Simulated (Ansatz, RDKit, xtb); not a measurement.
# C3H4F3N: which of the isomers drawn lies lowest?, part 2 of 2

A sample of isomers of C3H4F3N is drawn. Aim: find which of them has the lowest free energy at 298.15 K, then its properties. The sample is small against all isomers, and the most stable one of this formula need not be in it.

xtb, Ansatz and PySCF; isolated molecules. Earlier steps stand in the parts before.

### 7 Harmonic analysis of the finalists

The lowest few in one piece go on as finalists. In this search the thermal terms come from GFN2-xTB at its own nearest minimum. The first, c964a:

start.xyz

```xyz
11
c964a
C     -1.391410     0.151042    -0.786220
C     -1.559516    -1.084799    -0.259523
C     -0.552925    -2.172022    -0.225311
F     -0.831874    -3.178618    -1.083532
F     -0.465326    -2.740790     0.994032
F      0.698453    -1.739668    -0.545505
N     -0.303282     0.689205    -1.403502
H      0.579094     0.195043    -1.384506
H     -0.272491     1.685743    -1.562416
H     -2.250728     0.828435    -0.743695
H     -2.530835    -1.353018     0.156053
```

On the command line:

```
$ xtb start.xyz --gfn 2 --ohess tight
```

The log of the run, cut to the lines that bear on the results:

```text
* xtb version 6.7.1
[...]
          :  # basis functions                  32          :
[...]
          :  # electrons                        42          :
[...]
          :  Hamiltonian                  GFN2-xTB          :
[...]
          :  net charge                          0          :
          :  unpaired electrons                  0          :
[...]
   *** convergence criteria satisfied after 11 iterations ***
[...]
   *** GEOMETRY OPTIMIZATION CONVERGED AFTER 28 ITERATIONS ***
[...]
   *** convergence criteria satisfied after 3 iterations ***
[...]
         ::                     SUMMARY                     ::
         :::::::::::::::::::::::::::::::::::::::::::::::::::::
         :: total energy             -25.566536663726 Eh    ::
         :: gradient norm              0.000206250966 Eh/a0 ::
         :: HOMO-LUMO gap              4.603762699185 eV    ::
         ::.................................................::
         :: SCC energy               -25.760083993520 Eh    ::
         :: -> isotropic ES            0.051472751322 Eh    ::
         :: -> anisotropic ES          0.000471071864 Eh    ::
         :: -> anisotropic XC         -0.012248656570 Eh    ::
         :: -> dispersion             -0.005941259316 Eh    ::
         :: repulsion energy           0.193547329794 Eh    ::
         :: add. restraining           0.000000000000 Eh    ::
         :: total charge               0.000000000000 e     ::
         :::::::::::::::::::::::::::::::::::::::::::::::::::::
[...]
        21        2.0000           -0.3947279             -10.7411 (HOMO)
        22                         -0.2255427              -6.1373 (LUMO)
[...]
molecular dipole:
                 x           y           z       tot (Debye)
 q only:       -0.381       1.628      -0.439
   full:       -0.318       1.733      -0.404       4.596
molecular quadrupole (traceless):
[...]
          | TOTAL ENERGY              -25.566536663726 Eh   |
          | TOTAL ENTHALPY            -25.487395080619 Eh   |
          | TOTAL FREE ENERGY         -25.527262121497 Eh   |
          | GRADIENT NORM               0.000206289136 Eh/α |
[...]
```

Wall time 0.73 s (2 threads of Intel Xeon at 2.50GHz (Skylake/Cascade Lake), shared host).

### 8 Zero-point energy and free-energy terms

As xtb prints them, at 298.15 K, with its own treatment of low modes:

```csv
label,SMILES,spin,lowest mode (cm⁻¹),zero-point (kcal/mol),G − E (kcal/mol)
c964a,N/C=C\C(F)(F)F,singlet,41,44.4,24.6
c396a,N/C=C/C(F)(F)F,singlet,31,44.4,24.5
c769a,C=C(N)C(F)(F)F,singlet,31,44.5,24.9
```

### 9 Energies at the top level

Single points at CCSD(T)/def2-SVP + MP2/def2-TZVPP - MP2/def2-SVP on the refined geometries decide the order.

c964a, CCSD(T)/def2-SVP:

input.yaml

```yaml
basis:
  gaussian: {orbitals: def2-SVP}
crystal:
  periodic: [false, false, false]
  atoms:
    - {symbol: C, position_ang: [-1.391410, 0.151042, -0.786220]}
    - {symbol: C, position_ang: [-1.559516, -1.084799, -0.259523]}
    - {symbol: C, position_ang: [-0.552925, -2.172022, -0.225311]}
    - {symbol: F, position_ang: [-0.831874, -3.178618, -1.083532]}
    - {symbol: F, position_ang: [-0.465326, -2.740790, 0.994032]}
    - {symbol: F, position_ang: [0.698453, -1.739668, -0.545505]}
    - {symbol: N, position_ang: [-0.303282, 0.689205, -1.403502]}
    - {symbol: H, position_ang: [0.579094, 0.195043, -1.384506]}
    - {symbol: H, position_ang: [-0.272491, 1.685743, -1.562416]}
    - {symbol: H, position_ang: [-2.250728, 0.828435, -0.743695]}
    - {symbol: H, position_ang: [-2.530835, -1.353018, 0.156053]}
correlation: {method: ccsd_t, frozen_orbitals: {"N": 1, C: 1, H: 0, F: 1}}
```

On the command line:

```
$ ansatz run input.yaml --threads 2 --pin off --max-ram 5220MiB --events-out events.jsonl --progress --plain --runs-dir runs
```

The log of the run, cut to the lines that bear on the results:

```text
Warning: RAYON_NUM_THREADS=2 ignored (pool sized by the plan → 2); use --threads N
Functional definition: HF
  name "HF"
[...]
1179 factors; integrals over basis functions are off by at most 1.3e-3 eV
[...]
mean field -12743.80278786 eV, -468.3261143942 hartree, gradient 3.8e-6 eV, S^2 0.000000; 0 other end points of the search recorded, 0 dependent functions left out
7 core orbitals not correlated: weight in the atoms' cores, before any rotation towards them, 1.000 or more for the frozen orbitals, at most 0.000 for the correlated occupied ones
reference -12743.80278786 eV, -468.3261143942 hartree; 21, 21 occupied and 90, 90 virtual orbitals, 1179 factors
second order -30.20616274 eV of doubles, -0.00000000 eV of singles
cycle   1  -30.37337755 eV  change   -1.7e-1 eV  update   1.2e-1
[...]
cycle   9  -31.19427063 eV  change   -1.9e-5 eV  update   3.3e-5
perturbative correction -0.81107383 eV, -0.0298064136 hartree
Total energy: -12775.80813233 eV, -469.5022891092 hartree
```

Run time: 38 s. Hardware: 2 threads of Intel Xeon at 2.50GHz (Skylake/Cascade Lake), shared host; peak memory 0.79 GiB.

### 10 c964a at MP2/def2-TZVPP

Edit input.yaml of step 9 so:

```diff
@@ -1,3 +1 @@
-basis:
-  gaussian: {orbitals: def2-SVP}
 crystal:
@@ -11,3 +9,3 @@
     - {symbol: F, position_ang: [0.698453, -1.739668, -0.545505]}
-    - {symbol: N, position_ang: [-0.303282, 0.689205, -1.403502]}
+    - {symbol: "N", position_ang: [-0.303282, 0.689205, -1.403502]}
     - {symbol: H, position_ang: [0.579094, 0.195043, -1.384506]}
@@ -16,2 +14,7 @@
     - {symbol: H, position_ang: [-2.530835, -1.353018, 0.156053]}
-correlation: {method: ccsd_t, frozen_orbitals: {"N": 1, C: 1, H: 0, F: 1}}
+basis:
+  gaussian:
+    orbitals: def2-TZVPP
+correlation:
+  method: mp2
+  frozen_orbitals: {"N": 1, C: 1, H: 0, F: 1}
```

On the command line:

```
$ ansatz run input.yaml --threads 2 --pin off --max-ram 5220MiB --events-out events.jsonl --progress --plain --runs-dir runs
```

The log of the run:

```text
Warning: RAYON_NUM_THREADS=2 ignored (pool sized by the plan → 2); use --threads N
[... 2 set-up lines as earlier in the session ...]
  exchange = exact_x
  correlation = 0
1722 factors; integrals over basis functions are off by at most 1.1e-3 eV
mean field evaluation 1: about -12753.9702 eV, gradient 5.0e1 eV
mean field evaluation 2: about -12754.2728 eV, gradient 5.0e1 eV
mean field evaluation 4: about -12759.1753 eV, gradient 4.8e0 eV
mean field evaluation 8: about -12759.2506 eV, gradient 3.2e-1 eV
mean field evaluation 16: about -12759.2513 eV, gradient 1.8e-6 eV
mean field -12759.25126431 eV, -468.8938354322 hartree, gradient 1.8e-6 eV, S^2 0.000000; 0 other end points of the search recorded, 0 dependent functions left out
7 core orbitals not correlated: weight in the atoms' cores, before any rotation towards them, 1.000 or more for the frozen orbitals, at most 0.000 for the correlated occupied ones
reference -12759.25126431 eV, -468.8938354322 hartree; 21, 21 occupied and 245, 245 virtual orbitals, 1722 factors
second order -38.94383587 eV of doubles, -0.00000000 eV of singles
Total energy: -12798.19510018 eV, -470.3249950034 hartree
```

Wall time 17 s (2 threads of Intel Xeon at 2.50GHz (Skylake/Cascade Lake), shared host); peak memory 0.76 GiB.

### 11 c396a at CCSD(T)/def2-SVP

input.yaml

```yaml
crystal:
  periodic: [false, false, false]
  atoms:
    - {symbol: C, position_ang: [-0.964179, -0.288567, -1.304680]}
    - {symbol: C, position_ang: [-0.768677, -0.796665, -0.071132]}
    - {symbol: C, position_ang: [-0.573124, -2.247150, 0.164133]}
    - {symbol: F, position_ang: [-0.593533, -2.966560, -0.978474]}
    - {symbol: F, position_ang: [-1.523704, -2.768994, 0.973162]}
    - {symbol: F, position_ang: [0.606530, -2.510125, 0.772419]}
    - {symbol: "N", position_ang: [-1.204907, 1.016723, -1.622101]}
    - {symbol: H, position_ang: [-1.097033, 1.317464, -2.580651]}
    - {symbol: H, position_ang: [-1.077490, 1.733065, -0.917797]}
    - {symbol: H, position_ang: [-0.968577, -0.970121, -2.160369]}
    - {symbol: H, position_ang: [-0.752915, -0.171905, 0.825431]}
basis:
  gaussian: {orbitals: def2-SVP}
correlation: {method: ccsd_t, frozen_orbitals: {"N": 1, C: 1, H: 0, F: 1}}
```

On the command line:

```
$ ansatz run input.yaml --threads 2 --pin off --max-ram 5220MiB --events-out events.jsonl --progress --plain --runs-dir runs
```

The log of the run, cut to the lines that bear on the results:

```text
Warning: RAYON_NUM_THREADS=2 ignored (pool sized by the plan → 2); use --threads N
[... 2 set-up lines as earlier in the session ...]
[...]
1179 factors; integrals over basis functions are off by at most 1.4e-3 eV
[...]
mean field -12743.84064004 eV, -468.3275054359 hartree, gradient 2.9e-6 eV, S^2 0.000000; 0 other end points of the search recorded, 0 dependent functions left out
7 core orbitals not correlated: weight in the atoms' cores, before any rotation towards them, 1.000 or more for the frozen orbitals, at most 0.000 for the correlated occupied ones
reference -12743.84064004 eV, -468.3275054359 hartree; 21, 21 occupied and 90, 90 virtual orbitals, 1179 factors
second order -30.19429429 eV of doubles, -0.00000000 eV of singles
cycle   1  -30.36968975 eV  change   -1.8e-1 eV  update   1.2e-1
[...]
cycle   9  -31.18652352 eV  change   -1.9e-5 eV  update   3.3e-5
perturbative correction -0.80714459 eV, -0.0296620166 hartree
Total energy: -12775.83430815 eV, -469.5032510529 hartree
```

It took 41 s on 2 threads of Intel Xeon at 2.50GHz (Skylake/Cascade Lake), shared host; peak memory 0.78 GiB.

### 12 Free energies and the winner

Energies in kcal/mol from c396a; G adds the thermal terms to the CCSD(T)/def2-SVP + MP2/def2-TZVPP - MP2/def2-SVP energy. The columns left of the relaxed level are at the tight-binding geometries.

```csv
label,SMILES,spin,GFN2-xTB,HF/STO-3G,r2SCAN-D4/def2-SVP,B3LYP-D3(BJ)/def2-SVP,HF/def2-SVP,MP2/def2-SVP,CCSD(T)/def2-SVP + MP2/def2-TZVPP - MP2/def2-SVP,G,share at equilibrium,T1
c396a,N/C=C/C(F)(F)F,singlet,0.0,0.0,0.0,0.0,0.0,0.0,0.0,0.0,64.6 %,0.012
c964a,N/C=C\C(F)(F)F,singlet,-0.2,0.9,0.6,-0.1,0.9,0.6,0.2,0.4,34.4 %,0.013
c769a,C=C(N)C(F)(F)F,singlet,4.2,1.4,3.3,3.3,4.4,2.4,2.0,2.5,1.0 %,0.012
```

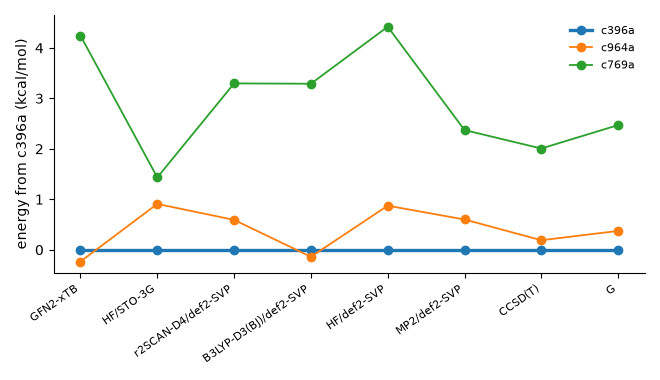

The finalists at each level, measured from c396a.

Lowest found: c396a, `N/C=C/C(F)(F)F`, a singlet. Bond lengths: C1–C2 1.348 Å, C2–C3 1.482 Å, C3–F4 1.350 Å, C3–F5 1.353 Å, C3–F6 1.353 Å, C1–N7 1.365 Å, N7–H8 1.010 Å, N7–H9 1.013 Å, C1–H10 1.094 Å, C2–H11 1.093 Å. Some angles: C1–C2–C3 122.2°, C2–C1–N7 126.8°, C2–C3–F4 112.6°, C2–C3–F5 112.3°, C2–C3–F6 112.1°, F4–C3–F5 106.9°, F4–C3–F6 106.9°, F5–C3–F6 105.6°, C1–C2–H11 122.5°, C3–C2–H11 115.3°.

```xyz
11

C    -0.9642   -0.2886   -1.3047
C    -0.7687   -0.7967   -0.0711
C    -0.5731   -2.2471    0.1641
F    -0.5935   -2.9666   -0.9785
F    -1.5237   -2.7690    0.9732
F     0.6065   -2.5101    0.7724
N    -1.2049    1.0167   -1.6221
H    -1.0970    1.3175   -2.5807
H    -1.0775    1.7331   -0.9178
H    -0.9686   -0.9701   -2.1604
H    -0.7529   -0.1719    0.8254
```

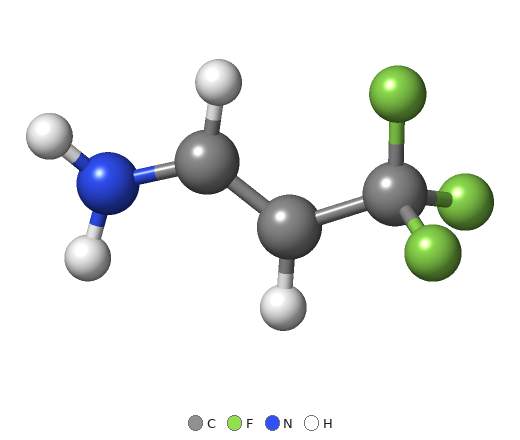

The lowest structure found, seen from a chosen angle (carbon grey, fluorine green, nitrogen blue, hydrogen white).

### 13 Summary of results

The summary covers parts 1 to 2.

```
                                 quantity                                                                  value
                   lowest structure found                                                N/C=C/C(F)(F)F, singlet
                            next finalist                      N/C=C\C(F)(F)F, singlet, 0.4 kcal/mol higher in G
share at equilibrium, among the finalists                                                                 64.6 %
                                   funnel  3 starts, 3 minima at GFN2-xTB, 5 screening runs, 3 relaxed, 3 ranked
                     CPU time of all runs                                                                 12 min
```

In words: The lowest structure found is `N/C=C/C(F)(F)F`. The next finalist is drawn with the same bonds. At 0.4 kcal/mol the two aren't resolved. GFN2-xTB, HF/STO-3G, r2SCAN-D4/def2-SVP, B3LYP-D3(BJ)/def2-SVP, HF/def2-SVP and MP2/def2-SVP already put its bonding pattern lowest among the structures in one piece. The largest share of the time went into the relaxations (50 %). The search is not exhaustive (a finite list of starts, one conformer a finalist), so a lower isomer can't be ruled out. Only 3 drawn patterns were tried, so whole families of isomers are missing, and the result ranks this sample alone.
